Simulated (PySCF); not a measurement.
**C₄H₃F₃O (SMILES O=C/C=C\C(F)(F)F): density, localisation and related maps**

Input

```
{"job": {"xc": "B3LYP", "basis": "pcSseg-1", "solvent": "chloroform", "kind": "nmr", "pop": true}, "charge": 0, "multiplicity": 1}
O     -2.752824    -0.831562    -0.045224
C     -1.573298    -0.681158     0.117197
C     -0.935747     0.652366     0.157160
C      0.361898     0.883490     0.333597
C      1.395797    -0.192326     0.521282
F      2.617527     0.330083     0.674809
F      1.164918    -0.953264     1.604616
F      1.466814    -1.033847    -0.524153
H     -0.893635    -1.538976     0.246895
H     -1.615813     1.484054     0.028163
H      0.769788     1.883809     0.353695
```

Command:

```sh
OMP_NUM_THREADS=1 python ens_run.py task.json out
```

Geometry: GFN2-xTB.

These are results of PySCF, B3LYP/pcSseg-1, SCF density, in a chloroform solvent model, non-relativistic, not measurements.

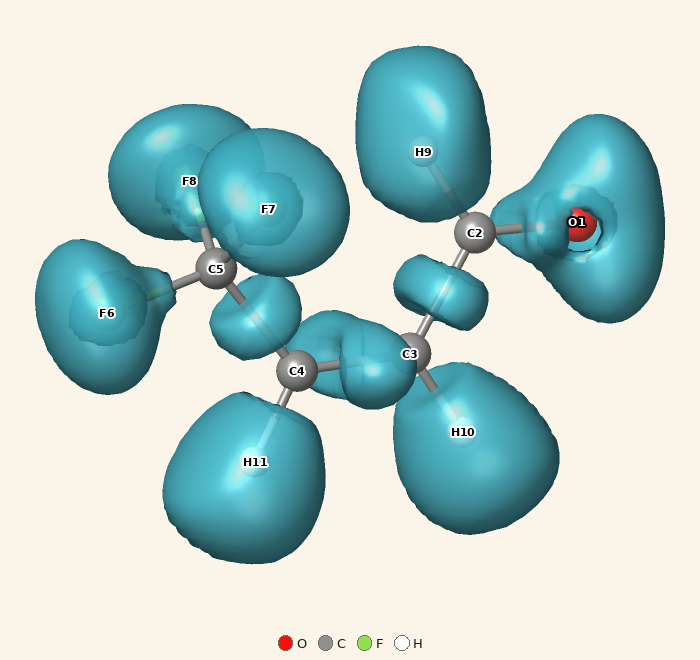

Figure 1. Isosurface of the ELF at 0.75 (cyan), seen at a tilt. Core shells and regions of very low density are left out.

Question: What do the ELF domains correspond to?

Answer: The surface consists of three regions between bonded C–C atoms (shared pairs), three regions around hydrogen nuclei, three regions on F in which the atom's valence shell and bonds are merged and one region on O in which the atom's valence shell and bonds are merged. Along the contacts the grid gives the following. C–O (1.20 Å): the ELF peaks at about 0.90 between the atoms: a short, multiple covalent bond. C–C (1.33 Å): the ELF peaks at about 0.95 between the atoms; a multiple bond.

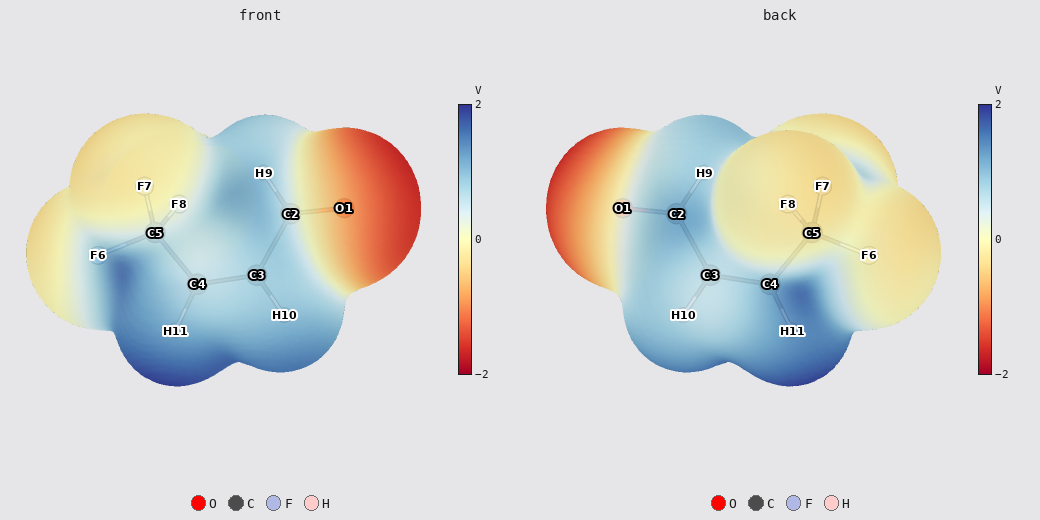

Figure 2. The molecular electrostatic potential painted on the density surface at 0.002 e/bohr³, seen from the front and from behind; the colour scale runs from red (negative) to blue (positive).

Question: Where is the surface potential most negative and most positive?

Answer: The most negative region (about −1.6 V) lies over O1, the most positive (about +1.9 V) over H11. O1 is the likeliest acceptor of a hydrogen bond.

Question: What dipole moment does the calculation give?

Answer: Its dipole moment is 2.92 D.

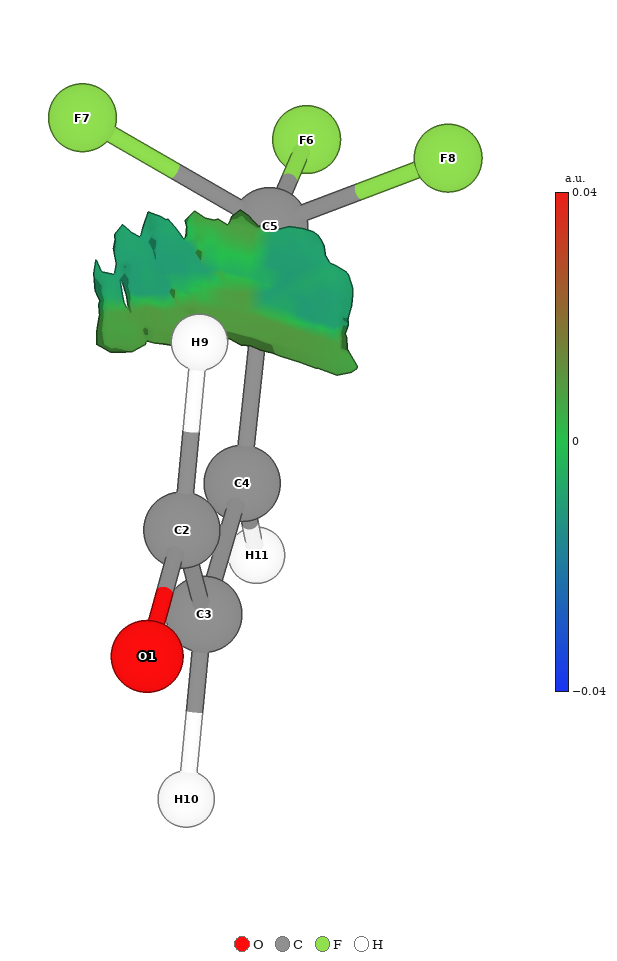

Figure 3. Non-covalent interaction (NCI) plot: the surface where the reduced density gradient is 0.5, for densities under 0.05 a.u., coloured by sign(λ₂)ρ; seen at an oblique angle.

Question: What holds or crowds the atoms apart from the covalent bonds?

Answer: Between H9 and C2 on one side and F8 and C5 on the other: a weak contact, attractive (blue-green) on one side and crowded (olive to red) on the other.
